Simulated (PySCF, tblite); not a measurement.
**CH7NSSi: dynamics, then NMR shifts on frames**

Aim: move CH7NSSi (`CS[SiH2]N`) away from its starting geometry and see how NMR shifts follow the geometry.

Computed with tblite 0.8.0 and PySCF 2.14.0, with density-fitted response routines of our own, on a single molecule in the gas phase. Atoms count from 0, in the outputs and in this text.

### 1 The starting structure

11 atoms, charge 0, multiplicity 1; geometry from: GFN2-xTB.

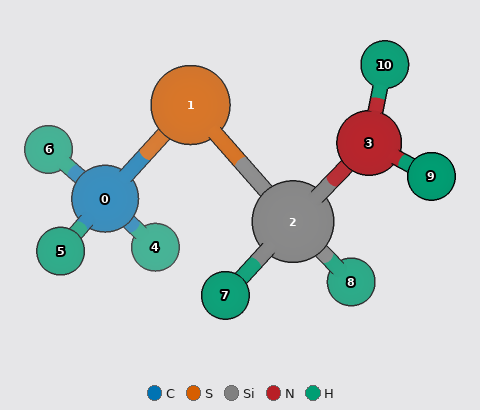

The starting geometry (carbon blue, sulfur orange, silicon grey, nitrogen red, hydrogen teal), atoms numbered; sticks join atoms by distance.

### 2 A short Langevin run with GFN2-xTB

What the job is given:

```
{"job": {"kind": "md", "xc": "GFN2-xTB", "basis": "xTB", "temperature": 300, "steps": 2000, "every": 50, "frames": 5}, "charge": 0, "multiplicity": 1}
C     -2.124543    -0.128254     0.061973
S     -0.712455     0.926750     0.502250
Si     0.869214    -0.261347    -0.330286
N      2.284316     0.556212     0.170711
H     -2.173929    -0.245537    -1.016191
H     -2.021477    -1.095825     0.543219
H     -3.017993     0.370713     0.421410
H      0.850378    -1.587249     0.278855
H      0.615459    -0.353820    -1.771769
H      3.179793     0.273147    -0.186271
H      2.256661     1.547879     0.340056
```

Level: GFN2-xTB Langevin dynamics, gas phase.

Launch:

```console
OMP_NUM_THREADS=1 python probes_run.py task.json out
```

One launch serves the whole session: the jobs run in the order shown.

The log of the run:

```text
t/fs     T/K      E/eV
    0.0   263.2   -371.21960
   25.0   222.9   -371.00923
   50.0   274.3   -371.05762
   75.0   201.0   -370.88658
  100.0   260.7   -371.03187
  125.0   218.6   -370.99268
  150.0   159.7   -370.96509
  175.0   200.7   -370.99498
  200.0   192.1   -370.88989
  225.0   199.3   -370.98137
  250.0   187.4   -370.93736
  275.0   284.9   -371.05567
  300.0   258.7   -370.94158
  325.0   308.7   -370.89497
  350.0   146.0   -370.74147
  375.0   201.9   -370.88197
  400.0   157.1   -370.87073
  425.0   244.0   -370.92927
  450.0   260.4   -370.95433
  475.0   304.5   -370.81780
  500.0   289.6   -370.90311
  525.0   313.8   -370.91024
  550.0   259.1   -370.82912
  575.0   404.2   -370.93613
  600.0   293.6   -370.89528
  625.0   273.2   -370.98683
  650.0   284.5   -371.00589
  675.0   342.0   -370.98002
  700.0   264.2   -370.97127
  725.0   182.2   -370.86949
  750.0   271.2   -370.92345
  775.0   199.7   -370.99708
  800.0   247.7   -371.00131
  825.0   291.8   -370.88551
  850.0   303.1   -370.82268
  875.0   402.8   -370.88638
  900.0   360.3   -370.85326
  925.0   238.1   -370.63244
  950.0   296.5   -370.62566
  975.0   510.7   -370.84692
 1000.0   472.5   -370.79778
```

It took 6.8 s on 1 thread of Arm Neoverse V2, shared host; peak memory 0.18 GiB.

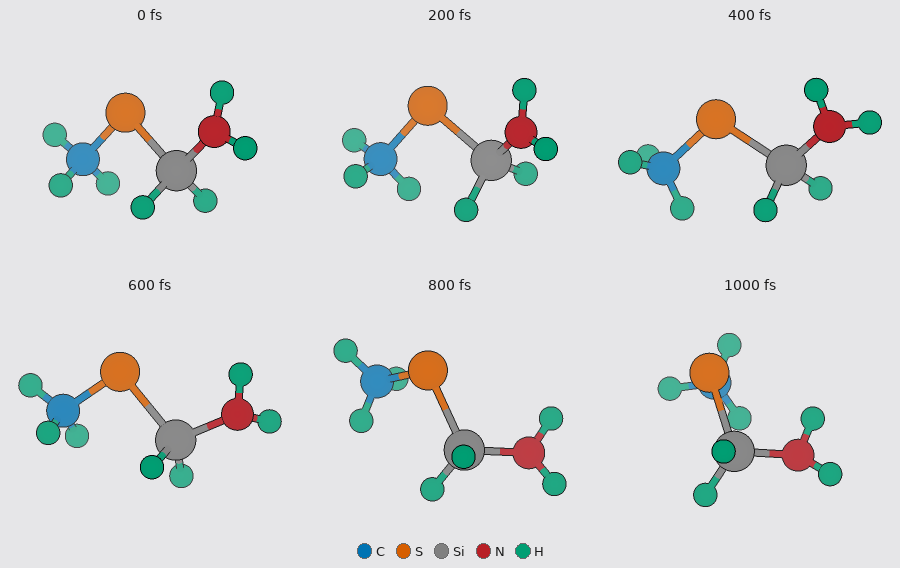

Frames of the run.

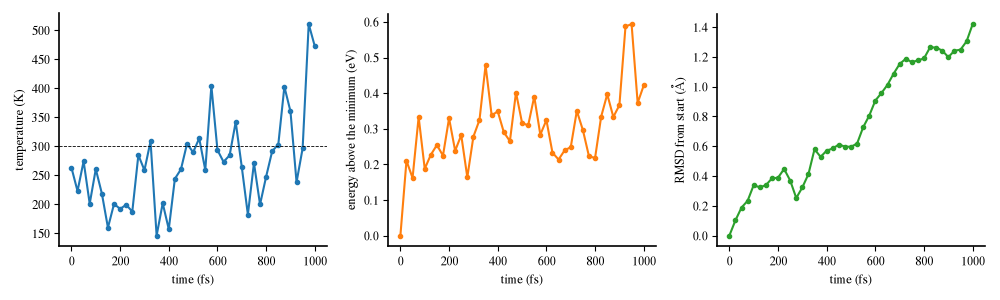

Temperature, potential energy and distance from the start.

Positions (Å) and forces (eV/Å) at 1000 fs:

```xyz
11

C    -2.027    0.694   -0.624   -1.745   -0.660    0.250
S    -0.826    0.294    0.688    0.012   -0.031   -0.058
Si    0.094   -1.461   -0.144    1.506    0.015    1.321
N     0.712   -0.821   -1.610    0.532   -0.656   -0.308
H    -2.090    1.782   -0.713    0.130   -0.337   -0.047
H    -1.823    0.210   -1.608   -0.038    0.409    0.966
H    -3.045    0.322   -0.202    1.506    0.557   -0.928
H     1.001   -2.038    0.969   -0.613    0.672   -0.842
H    -0.795   -2.472   -0.514   -1.062   -0.936   -0.376
H     1.560   -1.118   -2.068   -0.159   -0.725   -0.014
H     0.863    0.145   -1.524   -0.071    1.692    0.036
```

### 3 Nuclear shieldings: 250 fs, PBE0/pcSseg-1

What the job is given:

```
{"job": {"kind": "nmr", "xc": "PBE0", "basis": "pcSseg-1", "pop": false}, "charge": 0, "multiplicity": 1}
C     -2.226100    -0.744100     0.281400
S     -0.890100     0.480100     0.513600
Si     0.612900    -0.440500    -0.619600
N      2.049700     0.041600     0.139000
H     -2.229400    -1.210600    -0.713000
H     -2.052000    -1.428900     1.108700
H     -3.122700    -0.229500     0.636300
H      0.677600    -1.881500    -0.573300
H      0.365400    -0.106400    -2.054300
H      2.946800    -0.186500    -0.251600
H      2.025000     1.025500     0.358800
```

Level: GIAO PBE0/pcSseg-1 NMR shielding, non-relativistic, gas phase.

The log of the run:

```text
coarse grid: 9736 points
cycle   1  E = -784.3004145402  dE =  2.442e-01  |g| = 4.355e-01  |ddm| = 2.895e+00
cycle   2  E = -784.2759400122  dE =  2.447e-02  |g| = 5.569e-01  |ddm| = 8.867e-01
cycle   3  E = -784.3432744992  dE = -6.733e-02  |g| = 5.234e-02  |ddm| = 5.256e-01
cycle   4  E = -784.3438716905  dE = -5.972e-04  |g| = 1.825e-02  |ddm| = 7.043e-02
cycle   5  E = -784.3439472086  dE = -7.552e-05  |g| = 3.824e-03  |ddm| = 2.405e-02
cycle   6  E = -784.3439508391  dE = -3.630e-06  |g| = 1.372e-03  |ddm| = 5.567e-03
final grid: 83480 points
cycle   7  E = -784.3660038379  dE = -9.654e-06  |g| = 8.646e-03  |ddm| = 1.791e-02
cycle   8  E = -784.3659902585  dE =  1.358e-05  |g| = 1.149e-02  |ddm| = 1.577e-02
cycle   9  E = -784.3660210257  dE = -3.077e-05  |g| = 3.826e-04  |ddm| = 9.199e-03
cycle  10  E = -784.3660210528  dE = -2.715e-08  |g| = 1.243e-04  |ddm| = 4.613e-04
cycle  11  E = -784.3660210558  dE = -2.974e-09  |g| = 4.525e-05  |ddm| = 1.480e-04
cycle  12  E = -784.3660210563  dE = -5.218e-10  |g| = 9.936e-06  |ddm| = 5.101e-05
converged SCF energy = -784.3660210563

GIAO shielding tensors (ppm)
atom      isotropic    diamagn.    paramagn.     s11        s22        s33       span
  0 C      176.992     250.556     -73.563    166.018    172.752    192.206     26.188
  1 S      734.880    1060.299    -325.419    606.906    672.013    925.720    318.814
  2 Si     368.076     880.098    -512.021    327.122    335.013    442.094    114.972
  3 N      258.326     316.731     -58.405    219.404    256.761    298.814     79.410
  4 H       29.522      28.745       0.777     23.795     27.622     37.148     13.354
  5 H       28.839      30.029      -1.190     21.643     27.707     37.167     15.524
  6 H       29.404      28.726       0.678     23.422     26.860     37.929     14.507
  7 H       26.927      30.229      -3.302     23.640     25.510     31.632      7.992
  8 H       25.892      29.200      -3.308     22.015     24.380     31.281      9.266
  9 H       31.535      29.577       1.958     24.042     26.253     44.309     20.267
 10 H       31.861      31.753       0.108     23.508     30.624     41.451     17.943
```

It took 6.5 s on 1 thread of Arm Neoverse V2, shared host; peak memory 0.52 GiB.

The references, computed at this level on geometries of the same kind, shield at (ppm): ¹H TMS 31.72, ¹³C TMS 186.9, ²⁹Si TMS 349.2, ¹⁵N NH3 267.7, ³³S CS2 504. Their shielding less the atom's gives the shift. The references are single molecules in the gas phase, so shifts against H2O, NH3, PH3, H3PO4 or CFCl3 are not on the usual liquid scales and can be off by tens of ppm. Each atom is listed at this fixed geometry, with no averaging over motion; a spectrum would average atoms that exchange fast.

```
atoms                              environment  σ (ppm)  δ (ppm)
   C0                methyl carbon bonded to S    177.0      9.9
   H8     hydrogen on a silicon bonded to N, S    25.89     5.82
   H7     hydrogen on a silicon bonded to N, S    26.93     4.79
   H5  hydrogen on a methyl carbon bonded to S    28.84     2.88
   H6  hydrogen on a methyl carbon bonded to S    29.40     2.31
   H4  hydrogen on a methyl carbon bonded to S    29.52     2.20
   H9      hydrogen on a nitrogen bonded to Si    31.53     0.18
  H10      hydrogen on a nitrogen bonded to Si    31.86    -0.14
   S1                   sulfur bonded to C, Si      735     -231
  Si2              silicon bonded to N, S, 2 H    368.1    -18.9
   N3               nitrogen bonded to Si, 2 H    258.3      9.4
```

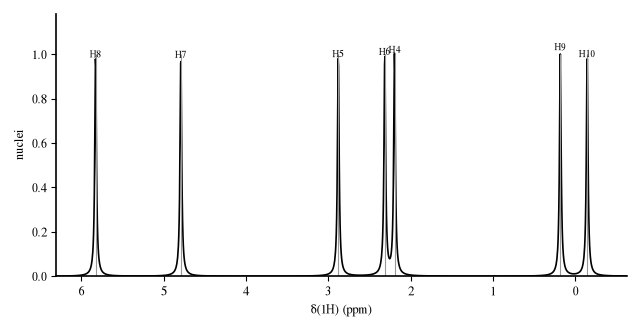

¹H lines at the computed shifts, without couplings. Lines are broadened to a width of 0.02 ppm (Lorentzian).

### 4 Nuclear shieldings: 425 fs, PBE0/pcSseg-1

What the job is given:

```
{"job": {"kind": "nmr", "xc": "PBE0", "basis": "pcSseg-1", "pop": false}, "charge": 0, "multiplicity": 1}
C     -2.066900    -1.203800     0.593200
S     -0.904700     0.202200     0.572700
Si     0.736200    -0.513700    -0.619700
N      2.172700     0.265600    -0.223400
H     -3.085000    -0.893300     0.380700
H     -1.733800    -1.848900    -0.272600
H     -1.976400    -1.660300     1.547300
H      0.972200    -1.950500    -0.143900
H      0.177400    -0.425500    -1.964900
H      2.862000     0.432300    -0.944300
H      2.291600     1.012400     0.468100
```

With the program's defaults for keys left out, this is: GIAO PBE0/pcSseg-1 NMR shielding, non-relativistic, gas phase.

The log of the run:

```text
coarse grid: 9736 points
cycle   1  E = -784.2967931006  dE =  1.772e-01  |g| = 4.372e-01  |ddm| = 2.900e+00
cycle   2  E = -784.2768524133  dE =  1.994e-02  |g| = 5.441e-01  |ddm| = 9.499e-01
cycle   3  E = -784.3412497089  dE = -6.440e-02  |g| = 5.035e-02  |ddm| = 5.405e-01
cycle   4  E = -784.3417938634  dE = -5.442e-04  |g| = 2.016e-02  |ddm| = 7.621e-02
cycle   5  E = -784.3418866575  dE = -9.279e-05  |g| = 3.572e-03  |ddm| = 2.675e-02
cycle   6  E = -784.3418896805  dE = -3.023e-06  |g| = 1.301e-03  |ddm| = 5.678e-03
final grid: 83480 points
cycle   7  E = -784.3635544698  dE = -1.267e-05  |g| = 8.197e-03  |ddm| = 1.844e-02
cycle   8  E = -784.3635426099  dE =  1.186e-05  |g| = 1.081e-02  |ddm| = 1.500e-02
cycle   9  E = -784.3635698814  dE = -2.727e-05  |g| = 3.943e-04  |ddm| = 8.748e-03
cycle  10  E = -784.3635699103  dE = -2.888e-08  |g| = 1.300e-04  |ddm| = 5.020e-04
cycle  11  E = -784.3635699138  dE = -3.558e-09  |g| = 3.773e-05  |ddm| = 1.539e-04
cycle  12  E = -784.3635699142  dE = -3.599e-10  |g| = 1.233e-05  |ddm| = 5.164e-05
converged SCF energy = -784.3635699142

GIAO shielding tensors (ppm)
atom      isotropic    diamagn.    paramagn.     s11        s22        s33       span
  0 C      175.886     252.100     -76.213    159.036    176.979    191.644     32.608
  1 S      732.333    1060.271    -327.938    563.187    677.278    956.535    393.347
  2 Si     370.021     879.092    -509.071    333.181    356.010    420.871     87.690
  3 N      266.776     315.834     -49.058    225.361    262.024    312.944     87.583
  4 H       29.873      29.600       0.273     24.275     27.285     38.058     13.782
  5 H       28.924      29.297      -0.373     22.748     27.988     36.035     13.287
  6 H       29.697      30.463      -0.766     22.722     28.070     38.298     15.577
  7 H       25.469      28.601      -3.132     21.389     24.932     30.086      8.696
  8 H       25.757      29.267      -3.510     21.647     24.761     30.863      9.216
  9 H       31.589      28.833       2.756     23.425     27.108     44.235     20.810
 10 H       30.581      30.553       0.028     22.570     27.931     41.241     18.671
```

Wall time 6.3 s (1 thread of Arm Neoverse V2, shared host); peak memory 0.54 GiB.

In short: δ C0 11.0, S1 -229, Si2 -20.9, N3 1.0, H7 6.25, H8 5.96 ppm.

### 5 Shielding tensors: 625 fs, PBE0/pcSseg-1

What the job is given:

```
{"job": {"kind": "nmr", "xc": "PBE0", "basis": "pcSseg-1", "pop": false}, "charge": 0, "multiplicity": 1}
C     -1.615300    -0.946100     0.999500
S     -0.178500     0.240500     0.777000
Si     0.890900    -0.988400    -0.607200
N      2.135200    -0.032300    -1.210600
H     -2.235600    -0.457000     1.760400
H     -2.169100    -1.103200     0.052600
H     -1.248300    -1.861100     1.420800
H      1.209400    -2.180000     0.087200
H      0.010700    -1.325700    -1.697400
H      2.342200     0.056500    -2.221100
H      2.774200     0.583800    -0.736000
```

With the program's defaults for keys left out, this is: GIAO PBE0/pcSseg-1 NMR shielding, non-relativistic, gas phase.

The log of the run:

```text
coarse grid: 9736 points
cycle   1  E = -784.3091312402  dE =  1.682e-01  |g| = 4.243e-01  |ddm| = 2.883e+00
cycle   2  E = -784.2894281871  dE =  1.970e-02  |g| = 5.321e-01  |ddm| = 8.720e-01
cycle   3  E = -784.3505573645  dE = -6.113e-02  |g| = 5.000e-02  |ddm| = 4.895e-01
cycle   4  E = -784.3510861260  dE = -5.288e-04  |g| = 2.033e-02  |ddm| = 7.147e-02
cycle   5  E = -784.3511825658  dE = -9.644e-05  |g| = 3.502e-03  |ddm| = 2.537e-02
cycle   6  E = -784.3511854724  dE = -2.907e-06  |g| = 1.441e-03  |ddm| = 5.371e-03
final grid: 83480 points
cycle   7  E = -784.3725106792  dE = -1.062e-05  |g| = 8.915e-03  |ddm| = 1.946e-02
cycle   8  E = -784.3724947424  dE =  1.594e-05  |g| = 1.205e-02  |ddm| = 1.616e-02
cycle   9  E = -784.3725293138  dE = -3.457e-05  |g| = 2.346e-04  |ddm| = 9.494e-03
cycle  10  E = -784.3725293253  dE = -1.151e-08  |g| = 5.783e-05  |ddm| = 2.959e-04
cycle  11  E = -784.3725293259  dE = -6.596e-10  |g| = 2.155e-05  |ddm| = 7.556e-05
converged SCF energy = -784.3725293259

GIAO shielding tensors (ppm)
atom      isotropic    diamagn.    paramagn.     s11        s22        s33       span
  0 C      171.194     250.607     -79.413    154.574    168.780    190.227     35.653
  1 S      692.187    1059.709    -367.522    546.619    627.603    902.340    355.720
  2 Si     374.820     879.640    -504.820    342.050    344.377    438.034     95.984
  3 N      258.173     315.857     -57.683    225.509    258.231    290.780     65.271
  4 H       29.273      29.203       0.069     23.457     26.781     37.580     14.123
  5 H       29.407      29.700      -0.294     24.201     27.088     36.931     12.729
  6 H       30.080      30.350      -0.271     24.526     27.965     37.748     13.222
  7 H       26.837      30.018      -3.181     22.493     25.597     32.422      9.929
  8 H       26.974      30.464      -3.489     23.677     25.798     31.449      7.772
  9 H       30.201      28.316       1.885     22.560     25.983     42.059     19.499
 10 H       31.091      30.955       0.136     23.342     27.734     42.197     18.854
```

Wall time 6 s (1 thread of Arm Neoverse V2, shared host); peak memory 0.54 GiB.

This run: δ C0 15.7, S1 -188, Si2 -25.7, N3 9.6, H7 4.88, H8 4.74 ppm.

### 6 Nuclear shieldings: 800 fs, PBE0/pcSseg-1

What the job is given:

```
{"job": {"kind": "nmr", "xc": "PBE0", "basis": "pcSseg-1", "pop": false}, "charge": 0, "multiplicity": 1}
C     -1.996200     0.128500     0.667200
S     -0.217000     0.366300     0.776000
Si     0.622700    -1.191300    -0.493500
N      1.218400    -0.512000    -1.986900
H     -2.395900     0.490800     1.628400
H     -2.381700     0.660400    -0.228400
H     -2.171700    -0.906500     0.562900
H      1.624500    -1.802200     0.326700
H     -0.484900    -2.058900    -0.910100
H      1.900300    -1.101900    -2.525100
H      1.450100     0.489200    -2.087400
```

Method: GIAO PBE0/pcSseg-1 NMR shielding, non-relativistic, gas phase.

The log of the run:

```text
coarse grid: 9736 points
cycle   1  E = -784.3043744373  dE =  1.200e-01  |g| = 4.315e-01  |ddm| = 2.878e+00
cycle   2  E = -784.2783417726  dE =  2.603e-02  |g| = 5.615e-01  |ddm| = 9.912e-01
cycle   3  E = -784.3479448179  dE = -6.960e-02  |g| = 5.163e-02  |ddm| = 5.943e-01
cycle   4  E = -784.3485350007  dE = -5.902e-04  |g| = 2.061e-02  |ddm| = 8.447e-02
cycle   5  E = -784.3486349812  dE = -9.998e-05  |g| = 3.904e-03  |ddm| = 2.756e-02
cycle   6  E = -784.3486388581  dE = -3.877e-06  |g| = 1.179e-03  |ddm| = 5.994e-03
final grid: 83480 points
cycle   7  E = -784.3704906683  dE = -1.264e-05  |g| = 8.159e-03  |ddm| = 1.741e-02
cycle   8  E = -784.3704775385  dE =  1.313e-05  |g| = 1.110e-02  |ddm| = 1.613e-02
cycle   9  E = -784.3705059054  dE = -2.837e-05  |g| = 5.657e-04  |ddm| = 9.565e-03
cycle  10  E = -784.3705059662  dE = -6.077e-08  |g| = 1.658e-04  |ddm| = 6.300e-04
cycle  11  E = -784.3705059721  dE = -5.908e-09  |g| = 4.240e-05  |ddm| = 1.742e-04
cycle  12  E = -784.3705059726  dE = -4.911e-10  |g| = 1.024e-05  |ddm| = 5.748e-05
converged SCF energy = -784.3705059726

GIAO shielding tensors (ppm)
atom      isotropic    diamagn.    paramagn.     s11        s22        s33       span
  0 C      170.902     251.688     -80.786    157.389    166.074    189.242     31.853
  1 S      683.795    1059.970    -376.175    593.235    649.869    808.280    215.044
  2 Si     351.550     879.187    -527.637    302.417    363.729    388.504     86.087
  3 N      246.565     317.264     -70.699    197.508    238.735    303.453    105.945
  4 H       28.993      28.961       0.032     22.973     26.610     37.396     14.423
  5 H       28.442      29.506      -1.065     22.189     26.730     36.406     14.217
  6 H       30.295      31.581      -1.286     24.426     29.228     37.229     12.804
  7 H       26.222      29.716      -3.495     21.578     25.393     31.693     10.115
  8 H       26.302      29.671      -3.370     22.718     25.500     30.687      7.969
  9 H       30.558      27.142       3.416     22.670     26.606     42.398     19.729
 10 H       30.331      30.687      -0.356     23.007     27.962     40.024     17.017
```

Wall time 6.1 s (1 thread of Arm Neoverse V2, shared host); peak memory 0.54 GiB.

Key values: δ C0 16.0, S1 -180, Si2 -2.4, N3 21.2, H7 5.50, H8 5.42 ppm.

### 7 NMR shieldings: 1000 fs, PBE0/pcSseg-1

What the job is given:

```
{"job": {"kind": "nmr", "xc": "PBE0", "basis": "pcSseg-1", "pop": false}, "charge": 0, "multiplicity": 1}
C     -2.027100     0.693700    -0.623800
S     -0.825900     0.294000     0.687600
Si     0.094100    -1.460700    -0.144400
N      0.711500    -0.821400    -1.610300
H     -2.089600     1.782200    -0.713400
H     -1.822600     0.210400    -1.607600
H     -3.045100     0.321700    -0.202000
H      1.000900    -2.038000     0.969200
H     -0.795400    -2.471900    -0.514100
H      1.560400    -1.117700    -2.067800
H      0.862700     0.144700    -1.524500
```

Level: GIAO PBE0/pcSseg-1 NMR shielding, non-relativistic, gas phase.

The log of the run:

```text
coarse grid: 9736 points
cycle   1  E = -784.2989704136  dE =  1.633e-01  |g| = 4.382e-01  |ddm| = 2.873e+00
cycle   2  E = -784.2737936508  dE =  2.518e-02  |g| = 5.626e-01  |ddm| = 9.182e-01
cycle   3  E = -784.3422770470  dE = -6.848e-02  |g| = 5.104e-02  |ddm| = 5.417e-01
cycle   4  E = -784.3428900744  dE = -6.130e-04  |g| = 1.960e-02  |ddm| = 8.373e-02
cycle   5  E = -784.3429821415  dE = -9.207e-05  |g| = 3.932e-03  |ddm| = 2.859e-02
cycle   6  E = -784.3429859399  dE = -3.798e-06  |g| = 9.053e-04  |ddm| = 5.763e-03
final grid: 83480 points
cycle   7  E = -784.3651201201  dE = -1.306e-05  |g| = 6.973e-03  |ddm| = 1.700e-02
cycle   8  E = -784.3651100833  dE =  1.004e-05  |g| = 9.584e-03  |ddm| = 1.286e-02
cycle   9  E = -784.3651307194  dE = -2.064e-05  |g| = 4.438e-04  |ddm| = 7.959e-03
cycle  10  E = -784.3651307634  dE = -4.394e-08  |g| = 1.119e-04  |ddm| = 5.628e-04
cycle  11  E = -784.3651307658  dE = -2.450e-09  |g| = 4.366e-05  |ddm| = 1.396e-04
cycle  12  E = -784.3651307663  dE = -5.116e-10  |g| = 9.106e-06  |ddm| = 5.220e-05
converged SCF energy = -784.3651307663

GIAO shielding tensors (ppm)
atom      isotropic    diamagn.    paramagn.     s11        s22        s33       span
  0 C      166.945     249.521     -82.575    154.213    160.132    186.490     32.277
  1 S      661.121    1059.618    -398.497    571.297    640.815    771.251    199.954
  2 Si     368.386     879.390    -511.004    331.456    353.854    419.848     88.392
  3 N      255.234     319.465     -64.231    201.260    259.853    304.591    103.331
  4 H       29.199      29.330      -0.131     23.909     26.538     37.150     13.241
  5 H       28.379      28.839      -0.460     22.187     28.795     34.153     11.966
  6 H       27.174      26.657       0.517     20.783     25.131     35.608     14.825
  7 H       25.680      27.885      -2.205     22.375     23.325     31.340      8.965
  8 H       27.214      29.965      -2.751     23.862     24.850     32.929      9.067
  9 H       31.509      30.071       1.438     23.647     26.454     44.425     20.778
 10 H       33.007      35.547      -2.540     24.423     31.840     42.758     18.335
```

It took 6.4 s on 1 thread of Arm Neoverse V2, shared host; peak memory 0.54 GiB.

This run: δ C0 20.0, S1 -157, Si2 -19.2, N3 12.5, H7 6.04, H6 4.54 ppm.

### 8 Side by side: NMR shifts

Shifts (ppm) of some atoms, chosen among heavy atoms and hydrogens apart, with basis size and wall time:

```
  frame    C0    H7    H6    H10    S1    Si2    N3  functions   time
 250 fs   9.9  4.79  2.31  -0.14  -231  -18.9   9.4        117  6.5 s
 425 fs  11.0  6.25  2.02   1.14  -229  -20.9   1.0        117  6.3 s
 625 fs  15.7  4.88  1.64   0.63  -188  -25.7   9.6        117    6 s
 800 fs  16.0  5.50  1.42   1.39  -180   -2.4  21.2        117  6.1 s
1000 fs  20.0  6.04  4.54  -1.29  -157  -19.2  12.5        117  6.4 s
```

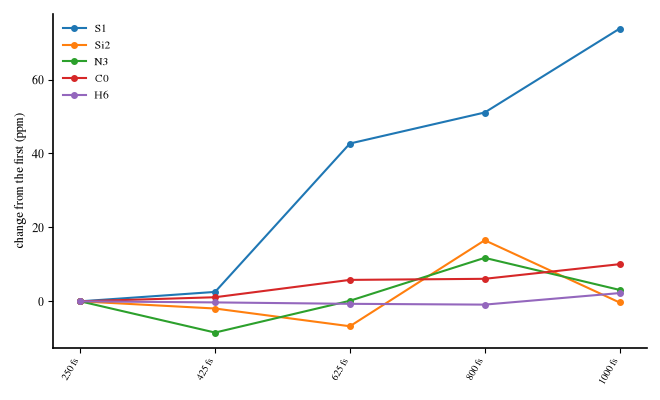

How five of the tabulated atoms move from run to run.

### 9 Summary of results

| quantity | value |
| --- | --- |
| thermostat | 300 K |
| mean temperature, second half | 310 K |
| mean potential energy above the minimum | 0.34 eV |
| ¹³C shifts against TMS (PBE0/pcSseg-1, 250 fs) | 9.9 ppm |
| ¹H shifts against TMS (PBE0/pcSseg-1, 250 fs) | 5.82, 4.79, 2.88, 2.31, 2.20, 0.18, -0.14 ppm |
| ³³S shifts against CS2 (PBE0/pcSseg-1, 250 fs) | -231 ppm |
| ²⁹Si shifts against TMS (PBE0/pcSseg-1, 250 fs) | -18.9 ppm |
| ¹⁵N shifts against NH3 (PBE0/pcSseg-1, 250 fs) | 9.4 ppm |
| range of the shift of S1 | -231 to -157 ppm |

In the second half the potential energy averages 0.34 eV above the minimum; equipartition over 27 harmonic modes at 300 K would give 0.35 eV. With 11 atoms the temperature swings widely (146 to 511 K). Shifts at one fixed geometry are not the observed spectrum, which averages over the motion. In the first frame run (250 fs): The largest span, 319 ppm, is at S1, where the paramagnetic term is -325 ppm. Across the 5 runs the shift of S1 moves most, between -231 (250 fs) and -157 ppm (1000 fs).
